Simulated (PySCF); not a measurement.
## Electronic structure of C$_{4}$H$_{13}$AlSi (AlEt2(SiH3)) in real space

```xyz
19

Al    0.0690    0.1532   -0.0149
C     1.8797    0.3418    0.7379
C     2.5397   -0.9304    1.2683
H     1.8182    1.1075    1.5361
H     2.5150    0.8156   -0.0354
H     3.5331   -0.7406    1.7078
H     1.9299   -1.4137    2.0494
H     2.6772   -1.6806    0.4728
C    -0.8690    1.7164   -0.7617
C    -2.2821    1.4951   -1.2998
H    -0.2163    2.1365   -1.5520
H    -0.8714    2.4982    0.0227
H    -2.7341    2.4213   -1.6922
H    -2.2977    0.7569   -2.1179
H    -2.9618    1.1110   -0.5215
Si   -1.0138   -2.0647    0.0429
H    -0.0596   -3.1766   -0.2844
H    -2.1782   -2.1954   -0.8939
H    -1.5406   -2.3580    1.4203
```

Geometry: PBE0-D3(BJ)/def2-SVP.

Computed with CAM-B3LYP/def2-SVPD, SCF density, gas phase (PySCF 2.14.0).

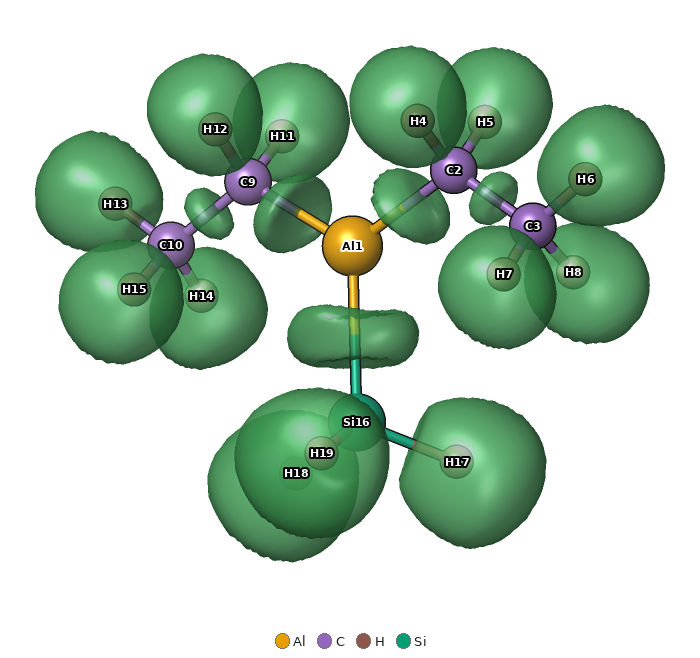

Figure 1. Isosurface of the ELF at 0.85 (green), seen at a tilt. Core shells and regions of very low density are left out.

**What do the ELF domains correspond to?**

At this value the surface marks out two regions between bonded Al–C atoms (shared pairs), one region between bonded Al–Si atoms (shared pairs), two regions between bonded C–C atoms (shared pairs) and 13 regions around hydrogen nuclei. Along the contacts the grid gives the following. C–C (1.53 Å): the ELF peaks at about 0.95 between the atoms (a shared electron pair). C–Al (1.97 Å): the ELF peaks at about 0.95 between the atoms (a polar covalent bond).

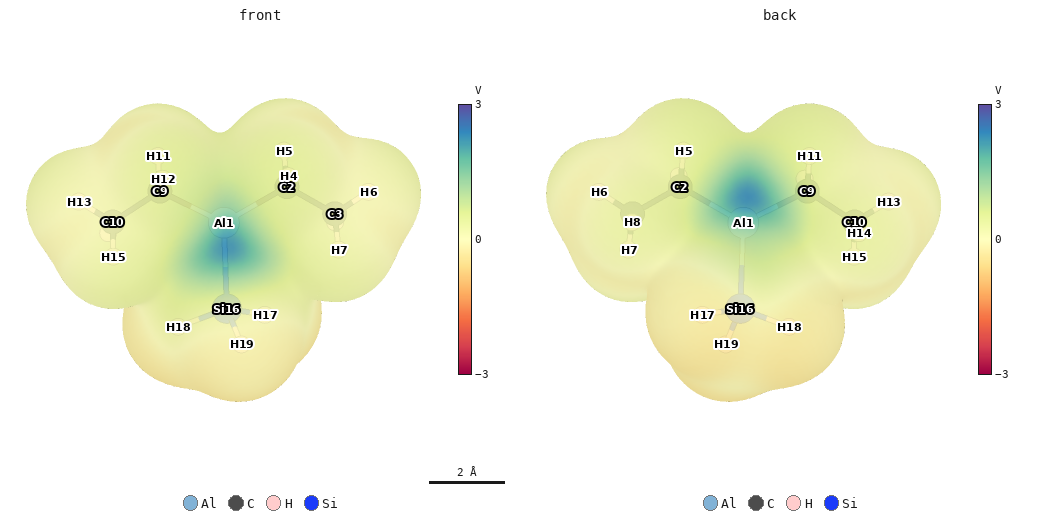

Figure 2. The molecular electrostatic potential painted on the density surface at 0.001 e/bohr³, seen from the front and from behind; the colour scale runs from red (negative) to blue (positive).

**Which sites attract a positive test charge, and which a negative one?**

A positive charge is drawn to the negative regions and a negative charge to the positive ones. The most negative region (about −0.4 V) lies over H17, H18 and H19, the most positive (about +2.2 V) over Al1.

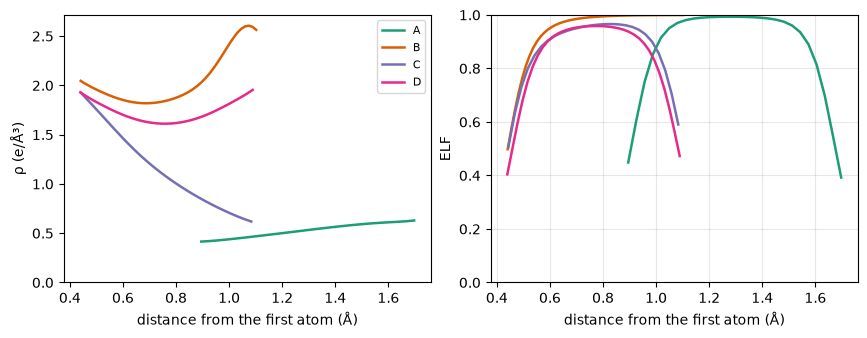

Figure 3. Total electron density and electron localisation function along straight lines between neighbouring atoms. The curves leave out the atomic cores.

**Which curve belongs to which contact (Al–Si, C–Al, C–C and C–H)? The first atom named is at distance zero.**

Curve A: Al–Si (2.47 Å): ρ is about 0.51 e/Å³ halfway; the ELF peaks at about 1 between the atoms, as expected for a covalent bond. Curve B: C–H (1.10 Å): ρ is about 1.9 e/Å³ halfway; the ELF climbs to about 1 towards the hydrogen, as it does in any bond to H (a covalent bond by its length). Curve C: C–Al (1.97 Å): ρ at the midpoint is about 0.73 e/Å³; the ELF peaks at about 0.95 between the atoms (a polar covalent bond). Curve D: C–C (1.53 Å): ρ at the midpoint is about 1.6 e/Å³; the ELF peaks at about 0.95 between the atoms (a shared electron pair).
